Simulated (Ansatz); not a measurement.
**C4H2F2Hf: geometry relaxation**

C4H2F2Hf, computed with RKS PBE0-D4/def2-TZVP (Ansatz 0.2.0).

The geometry: GFN2-xTB start. Figures and captions count atoms from 1; the log counts them from 0 in places.

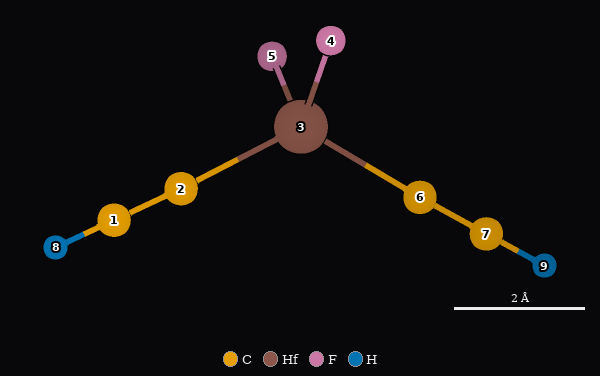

**Figure 1.** The starting structure (ball-and-stick view, seen at a tilt; atoms are numbered from 1 in the order of the input). Sticks mark near contacts. Bond lengths as drawn: C–C 1.21 Å, C–H 1.06 Å, C–Hf 2.20 Å and F–Hf 1.91 Å.

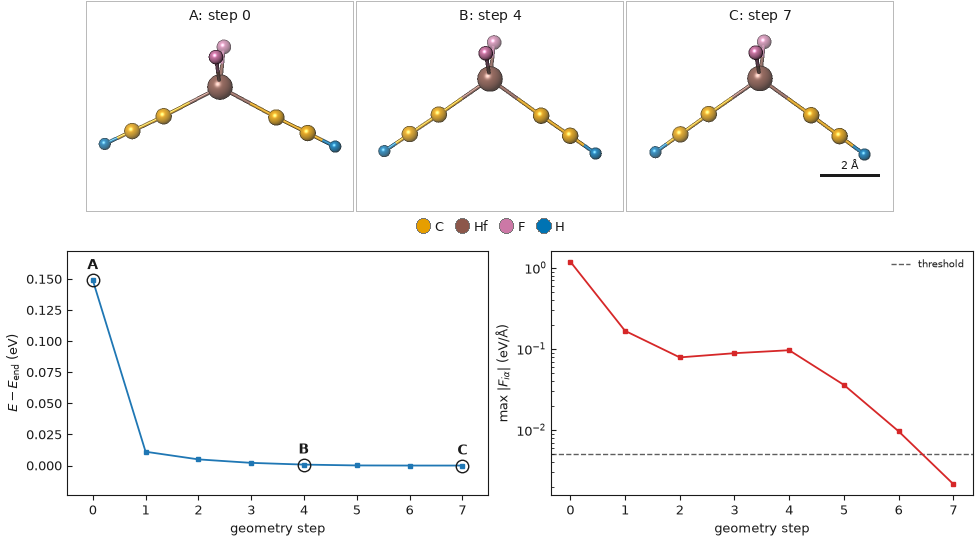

**Figure 2.** Frames of the relaxation (ball-and-stick view, seen on its broad side) above the curves, on which the letters mark them (the first geometry is step 0 here and step 1 in the log).

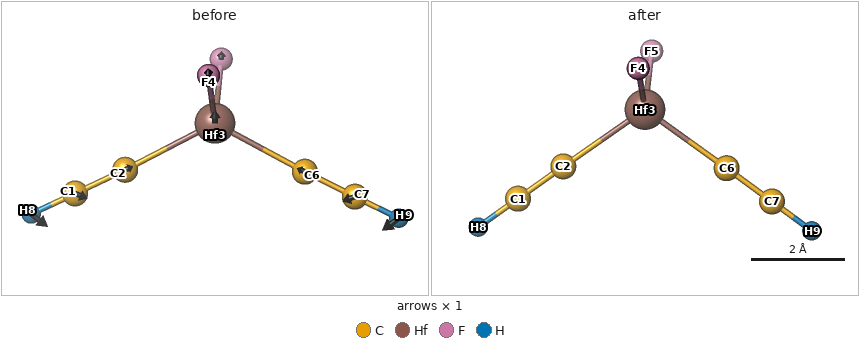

**Figure 3.** Before (left) and after (right) the relaxation, at one scale (ball-and-stick view, seen on its broad side). The black arrows give the displacements, at true length. The energy falls by 0.149 eV in 7 geometry steps. The largest force component goes from 1.2 to 0.0022 eV/Å. The largest moves after the best rigid fit, 0.46 Å, are those of H8 and H9. Largest moves by element: H 0.46 Å, C 0.30 Å, Hf 0.30 Å, F 0.18 Å. Among the contacts that change: C2–Hf3 2.204 → 2.172 Å, Hf3–F4 1.906 → 1.891 Å, C1–H8 1.056 → 1.067 Å, C1–C2 1.209 → 1.215 Å. Among the angles that change: C2–Hf3–C6 124.2° → 109.3°, F4–Hf3–F5 100.5° → 110.1°, C2–Hf3–F4 107.4° → 109.4°. (Atoms are counted from 1 in the order of the input.)

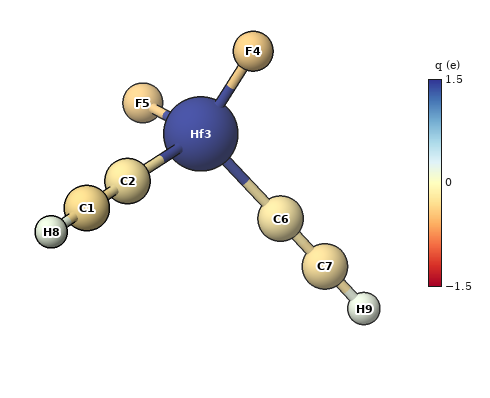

**Figure 4.** Mulliken charges, as the colour of each atom (ball-and-stick view, seen at a tilt; atoms are numbered from 1 in the order of the input). By element: C −0.30 to −0.22, Hf +1.45, F −0.39 and H +0.18 e.

These pictures come from the run below.

**Input file**
```yaml
crystal:
  periodic: [false, false, false]
  atoms:
    - {symbol: C, position_ang: [-0.464420, -2.913580, -1.073500]}
    - {symbol: C, position_ang: [-0.498900, -1.814540, -0.571420]}
    - {symbol: Hf, position_ang: [-0.639080, 0.179000, 0.358370]}
    - {symbol: F, position_ang: [-1.126800, -0.077780, 2.183250]}
    - {symbol: F, position_ang: [-2.218900, 1.010980, -0.311450]}
    - {symbol: C, position_ang: [0.971330, 1.683380, 0.311050]}
    - {symbol: C, position_ang: [1.832200, 2.531780, 0.306630]}
    - {symbol: H, position_ang: [-0.436090, -3.876530, -1.506500]}
    - {symbol: H, position_ang: [2.580670, 3.277300, 0.303570]}
basis:
  gaussian: {orbitals: def2-TZVP}
hamiltonian: {xc: pbe0, dispersion: d4}
relax: {f_tol: 0.005, max_steps: 150}
```

Run as:
```bash
ansatz run in.yaml --threads 8 --pin off --events-out ev --progress --plain --max-ram 18278MiB
```

**The program's output**
```
Functional definition: PBE0
  name "PBE0"
  cite "Adamo & Barone, J. Chem. Phys. 110, 6158 (1999) doi:10.1063/1.478522"
  cite "Perdew, Burke & Ernzerhof, Phys. Rev. Lett. 77, 3865 (1996) doi:10.1103/PhysRevLett.77.3865"
  parent pbe
  parameter a = 0.25
  parameter kappa = 0.804
  parameter beta = 0.06672455060314922
  exchange = (1 - a)*pbe_x(kappa = kappa, mu = beta*pi^2/3) + a*exact_x
  correlation = pbe_c(beta = beta)
1513 factors; their error is unknown
mean field evaluation 1: about -10901.2255 eV, gradient 8.3e1 eV
mean field evaluation 2: about -10847.7764 eV, gradient 1.9e2 eV
mean field evaluation 4: about -10914.0326 eV, gradient 2.5e1 eV
mean field evaluation 8: about -10915.5497 eV, gradient 2.4e-1 eV
mean field evaluation 16: about -10915.5898 eV, gradient 4.5e-4 eV
mean field -10915.58982046 eV, -401.1405270493 hartree, gradient 4.6e-5 eV, S^2 0.000000; 0 other end points of the search recorded, 0 dependent functions left out
the calculation of the forces begins
reference -10915.58985545 eV, -401.1405283353 hartree; 28, 28 occupied and 210, 210 virtual orbitals, 1513 factors
relax step   1: F+E_penalty+E_count = -10915.74544324 eV  Δ(F+E_penalty+E_count) = +0.000e0 eV  max|allowed force component| = 1.195e0 eV/Å  Δτ_max = 0.0000 Å  (31 SCF iters, accepted)
these checks for a lower state are left out or cut short: starts, cluster_reference, orbital_swaps, neighbouring_geometries, increment
1513 factors; their error is unknown
mean field -10915.72452162 eV, -401.1454772257 hartree, gradient 1.8e-5 eV, S^2 0.000000; 0 other end points of the search recorded, 0 dependent functions left out
the calculation of the forces begins
reference -10915.72455705 eV, -401.1454785279 hartree; 28, 28 occupied and 210, 210 virtual orbitals, 1513 factors
relax step   2: F+E_penalty+E_count = -10915.88337283 eV  Δ(F+E_penalty+E_count) = -1.379e-1 eV  max|allowed force component| = 1.674e-1 eV/Å  Δτ_max = 0.1950 Å  (38 SCF iters, accepted)
these checks for a lower state are left out or cut short: starts, cluster_reference, orbital_swaps, neighbouring_geometries, increment
1513 factors; their error is unknown
mean field evaluation 32: about -10915.7300 eV, gradient 4.2e-4 eV
mean field -10915.72996566 eV, -401.1456772904 hartree, gradient 2.3e-5 eV, S^2 0.000000; 0 other end points of the search recorded, 0 dependent functions left out
the calculation of the forces begins
reference -10915.73000112 eV, -401.1456785937 hartree; 28, 28 occupied and 210, 210 virtual orbitals, 1513 factors
relax step   3: F+E_penalty+E_count = -10915.88952529 eV  Δ(F+E_penalty+E_count) = -6.152e-3 eV  max|allowed force component| = 7.870e-2 eV/Å  Δτ_max = 0.0711 Å  (33 SCF iters, accepted)
these checks for a lower state are left out or cut short: starts, cluster_reference, orbital_swaps, neighbouring_geometries, increment
1513 factors; their error is unknown
mean field -10915.73255391 eV, -401.1457724071 hartree, gradient 2.0e-5 eV, S^2 0.000000; 0 other end points of the search recorded, 0 dependent functions left out
the calculation of the forces begins
reference -10915.73258943 eV, -401.1457737124 hartree; 28, 28 occupied and 210, 210 virtual orbitals, 1513 factors
relax step   4: F+E_penalty+E_count = -10915.89232468 eV  Δ(F+E_penalty+E_count) = -2.799e-3 eV  max|allowed force component| = 8.867e-2 eV/Å  Δτ_max = 0.0871 Å  (33 SCF iters, accepted)
these checks for a lower state are left out or cut short: starts, cluster_reference, orbital_swaps, neighbouring_geometries, increment
1513 factors; their error is unknown
mean field -10915.73373023 eV, -401.1458156358 hartree, gradient 1.9e-5 eV, S^2 0.000000; 0 other end points of the search recorded, 0 dependent functions left out
the calculation of the forces begins
reference -10915.73376575 eV, -401.1458169414 hartree; 28, 28 occupied and 210, 210 virtual orbitals, 1513 factors
relax step   5: F+E_penalty+E_count = -10915.89372624 eV  Δ(F+E_penalty+E_count) = -1.402e-3 eV  max|allowed force component| = 9.647e-2 eV/Å  Δτ_max = 0.0602 Å  (33 SCF iters, accepted)
these checks for a lower state are left out or cut short: starts, cluster_reference, orbital_swaps, neighbouring_geometries, increment
1513 factors; their error is unknown
mean field -10915.73447776 eV, -401.1458431071 hartree, gradient 1.9e-5 eV, S^2 0.000000; 0 other end points of the search recorded, 0 dependent functions left out
the calculation of the forces begins
reference -10915.73451328 eV, -401.1458444124 hartree; 28, 28 occupied and 210, 210 virtual orbitals, 1513 factors
relax step   6: F+E_penalty+E_count = -10915.89439557 eV  Δ(F+E_penalty+E_count) = -6.693e-4 eV  max|allowed force component| = 3.602e-2 eV/Å  Δτ_max = 0.0393 Å  (33 SCF iters, accepted)
these checks for a lower state are left out or cut short: starts, cluster_reference, orbital_swaps, neighbouring_geometries, increment
1513 factors; their error is unknown
mean field -10915.73451053 eV, -401.1458443114 hartree, gradient 1.9e-5 eV, S^2 0.000000; 0 other end points of the search recorded, 0 dependent functions left out
the calculation of the forces begins
reference -10915.73454604 eV, -401.1458456163 hartree; 28, 28 occupied and 210, 210 virtual orbitals, 1513 factors
relax step   7: F+E_penalty+E_count = -10915.89448638 eV  Δ(F+E_penalty+E_count) = -9.081e-5 eV  max|allowed force component| = 9.641e-3 eV/Å  Δτ_max = 0.0104 Å  (35 SCF iters, accepted)
these checks for a lower state are left out or cut short: starts, cluster_reference, orbital_swaps, neighbouring_geometries, increment
1513 factors; their error is unknown
mean field evaluation 64: about -10915.6976 eV, gradient 6.3e-1 eV
mean field -10915.73451694 eV, -401.1458445468 hartree, gradient 1.9e-5 eV, S^2 0.000000; 0 other end points of the search recorded, 0 dependent functions left out
the calculation of the forces begins
reference -10915.73455244 eV, -401.1458458517 hartree; 28, 28 occupied and 210, 210 virtual orbitals, 1513 factors
relax step   8: F+E_penalty+E_count = -10915.89449472 eV  Δ(F+E_penalty+E_count) = -8.339e-6 eV  max|allowed force component| = 2.153e-3 eV/Å  Δτ_max = 0.0026 Å  (36 SCF iters, accepted)
1513 factors; their error is unknown
mean field -10915.73451694 eV, -401.1458445468 hartree, gradient 1.9e-5 eV, S^2 0.000000; 1 other end points of the search recorded, 0 dependent functions left out
the calculation of the forces begins
reference -10915.73455244 eV, -401.1458458517 hartree; 28, 28 occupied and 210, 210 virtual orbitals, 1513 factors
Total energy: -10915.89453023 eV, -401.1517249267 hartree
Atom 0 at    -0.265054    -2.688897    -1.060407 Å, force     0.002153     0.001326    -0.000049 eV/Å
Atom 1 at    -0.497384    -1.637613    -0.498395 Å, force    -0.001876     0.000508     0.000815 eV/Å
Atom 2 at    -0.893013     0.249709     0.500258 Å, force     0.001374    -0.000315    -0.000833 eV/Å
Atom 3 at    -1.234426    -0.069797     2.332511 Å, force     0.000152    -0.000114    -0.000056 eV/Å
Atom 4 at    -2.388282     1.082853    -0.303382 Å, force     0.000159     0.000004    -0.000064 eV/Å
Atom 5 at     0.841879     1.541256     0.305634 Å, force    -0.001680     0.000475     0.001057 eV/Å
Atom 6 at     1.818034     2.254630     0.190508 Å, force     0.000452    -0.002061    -0.001211 eV/Å
Atom 7 at    -0.058768    -3.612173    -1.554868 Å, force    -0.000996    -0.001325    -0.000224 eV/Å
Atom 8 at     2.677024     2.880043     0.088140 Å, force     0.000261     0.001503     0.000566 eV/Å
Dipole moment:     0.327462    -0.091576    -0.183438 e Å
```

**Trajectory as extended XYZ (Å, eV, eV/Å), 8 frames, from step=1 to step=8**
```
9
Properties=species:S:1:pos:R:3:forces:R:3 step=1 energy=-10915.74544
C    -0.4644   -2.9136   -1.0735    0.0149  -0.1078  -0.0395
C    -0.4989   -1.8145   -0.5714    0.2263   0.9265   0.2974
Hf   -0.6391    0.1790    0.3584   -1.1950   0.3325   0.6578
F    -1.1268   -0.0778    2.1833    0.3851  -0.0048  -0.6136
F    -2.2189    1.0110   -0.3115    0.6778  -0.2914   0.0319
C     0.9713    1.6834    0.3110   -0.5226  -0.8535  -0.1415
C     1.8322    2.5318    0.3066    0.0973   0.0949  -0.0074
H    -0.4361   -3.8765   -1.5065    0.0023  -0.4145  -0.1902
H     2.5807    3.2773    0.3036    0.3139   0.3180   0.0050
9
Properties=species:S:1:pos:R:3:forces:R:3 step=2 energy=-10915.88337
C    -0.3583   -2.7864   -1.0642   -0.0212   0.1674   0.0976
C    -0.4450   -1.6915   -0.5424   -0.0063  -0.0544  -0.0301
Hf   -0.7898    0.2208    0.4427    0.0712  -0.0184  -0.0407
F    -1.1628   -0.0827    2.2665    0.0269  -0.0341   0.0897
F    -2.2985    1.0495   -0.3288   -0.0437   0.0383  -0.0776
C     0.9216    1.5590    0.2784    0.0413   0.0428   0.0033
C     1.8196    2.3783    0.2448   -0.1524  -0.1170   0.0092
H    -0.2880   -3.7499   -1.5155    0.0294  -0.0368  -0.0359
H     2.6012    3.1031    0.2184    0.0549   0.0123  -0.0154
9
Properties=species:S:1:pos:R:3:forces:R:3 step=3 energy=-10915.88953
C    -0.3321   -2.7529   -1.0607   -0.0088   0.0343   0.0315
C    -0.4528   -1.6670   -0.5286   -0.0099  -0.0787  -0.0375
Hf   -0.8227    0.2300    0.4613    0.0326  -0.0094  -0.0189
F    -1.1715   -0.0852    2.2904   -0.0020  -0.0134   0.0568
F    -2.3201    1.0607   -0.3354   -0.0402   0.0252  -0.0321
C     0.8973    1.5433    0.2821    0.0565   0.0647   0.0063
C     1.8147    2.3387    0.2294   -0.0413  -0.0196   0.0042
H    -0.2297   -3.7102   -1.5237    0.0186   0.0326   0.0002
H     2.6170    3.0426    0.1851   -0.0055  -0.0357  -0.0105
9
Properties=species:S:1:pos:R:3:forces:R:3 step=4 energy=-10915.89233
C    -0.3016   -2.7224   -1.0603   -0.0028   0.0251   0.0212
C    -0.4685   -1.6491   -0.5145   -0.0148  -0.0887  -0.0375
Hf   -0.8602    0.2405    0.4822    0.0394  -0.0103  -0.0209
F    -1.1942   -0.0820    2.3161   -0.0101   0.0082  -0.0163
F    -2.3519    1.0732   -0.3302    0.0046  -0.0067   0.0187
C     0.8720    1.5367    0.2902    0.0567   0.0739   0.0096
C     1.8153    2.2993    0.2117   -0.0266  -0.0157   0.0011
H    -0.1548   -3.6679   -1.5379    0.0018   0.0708   0.0261
H     2.6439    2.9718    0.1426   -0.0481  -0.0567  -0.0019
9
Properties=species:S:1:pos:R:3:forces:R:3 step=5 energy=-10915.89373
C    -0.2825   -2.7030   -1.0597    0.0047   0.0092   0.0074
C    -0.4831   -1.6404   -0.5048    0.0007  -0.0965  -0.0457
Hf   -0.8785    0.2456    0.4924   -0.0028   0.0003   0.0020
F    -1.2131   -0.0767    2.3261   -0.0090   0.0062  -0.0099
F    -2.3706    1.0785   -0.3190    0.0009  -0.0037   0.0139
C     0.8544    1.5368    0.2980    0.0740   0.0737   0.0011
C     1.8154    2.2745    0.2006   -0.0063  -0.0077  -0.0028
H    -0.1035   -3.6379   -1.5470   -0.0090   0.0650   0.0299
H     2.6615    2.9225    0.1135   -0.0533  -0.0464   0.0041
9
Properties=species:S:1:pos:R:3:forces:R:3 step=6 energy=-10915.89440
C    -0.2701   -2.6935   -1.0605    0.0079  -0.0007  -0.0016
C    -0.4943   -1.6392   -0.4999   -0.0012  -0.0278  -0.0130
Hf   -0.8898    0.2488    0.4985    0.0109  -0.0027  -0.0059
F    -1.2296   -0.0712    2.3312   -0.0017   0.0021  -0.0060
F    -2.3843    1.0817   -0.3071    0.0030  -0.0025   0.0052
C     0.8451    1.5411    0.3040    0.0199   0.0213   0.0012
C     1.8177    2.2607    0.1934    0.0056  -0.0026  -0.0044
H    -0.0693   -3.6197   -1.5539   -0.0103   0.0360   0.0194
H     2.6747    2.8912    0.0941   -0.0341  -0.0231   0.0052
9
Properties=species:S:1:pos:R:3:forces:R:3 step=7 energy=-10915.89449
C    -0.2665   -2.6900   -1.0603    0.0060  -0.0038  -0.0035
C    -0.4972   -1.6382   -0.4985   -0.0001  -0.0082  -0.0041
Hf   -0.8917    0.2494    0.4996   -0.0033   0.0007   0.0018
F    -1.2335   -0.0698    2.3317    0.0001  -0.0008   0.0030
F    -2.3871    1.0823   -0.3037   -0.0020   0.0015  -0.0018
C     0.8424    1.5416    0.3056    0.0065   0.0064   0.0001
C     1.8178    2.2562    0.1913    0.0070   0.0002  -0.0033
H    -0.0608   -3.6138   -1.5548   -0.0045   0.0085   0.0054
H     2.6767    2.8823    0.0893   -0.0096  -0.0045   0.0024
9
Properties=species:S:1:pos:R:3:forces:R:3 step=8 energy=-10915.89450
C    -0.2651   -2.6889   -1.0604    0.0022   0.0013   0.0000
C    -0.4974   -1.6376   -0.4984   -0.0019   0.0005   0.0008
Hf   -0.8930    0.2497    0.5003    0.0014  -0.0003  -0.0008
F    -1.2344   -0.0698    2.3325    0.0002  -0.0001  -0.0001
F    -2.3883    1.0829   -0.3034    0.0002   0.0000  -0.0001
C     0.8419    1.5413    0.3056   -0.0017   0.0005   0.0011
C     1.8180    2.2546    0.1905    0.0005  -0.0021  -0.0012
H    -0.0588   -3.6122   -1.5549   -0.0010  -0.0013  -0.0002
H     2.6770    2.8800    0.0881    0.0003   0.0015   0.0006
```

**Key numbers**

```csv
quantity,value
outcome,converged
total energy,−10915.8945 eV
mean-field energy,−10915.7346 eV
dispersion energy,−0.1600 eV
SCF solution under orbital rotations,stable
largest force (length of the vector) at the end,0.003 eV/Å
dipole moment,1.86 D
hardware,"8 threads of Arm Neoverse V2, 23 GiB of memory available, shared host"
wall time,22 s (CPU time 2.6 min)
peak memory,0.7 GiB
```
